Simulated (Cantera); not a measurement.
Feed: 1 mol H2O, 0.036 mol H2, 2.8 mol O2, held at 1.00 Torr.

These are equilibrium values from Cantera (NASA tables, ideal gas, pure condensed phases), not measurements of a reactor. Candidate condensed phases: H2O; 9 gas species. Kinetics and transport are ignored.

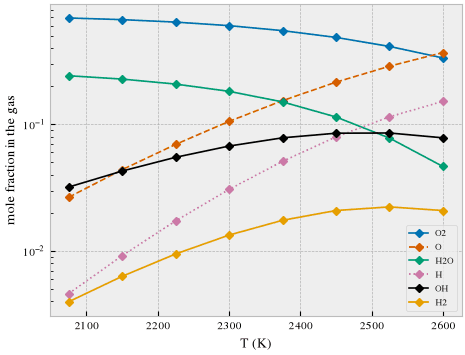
Figure: Equilibrium gas composition (values under 1e-9 drawn at 1e-9)

From 2075 K to 2600 K nothing is condensed.
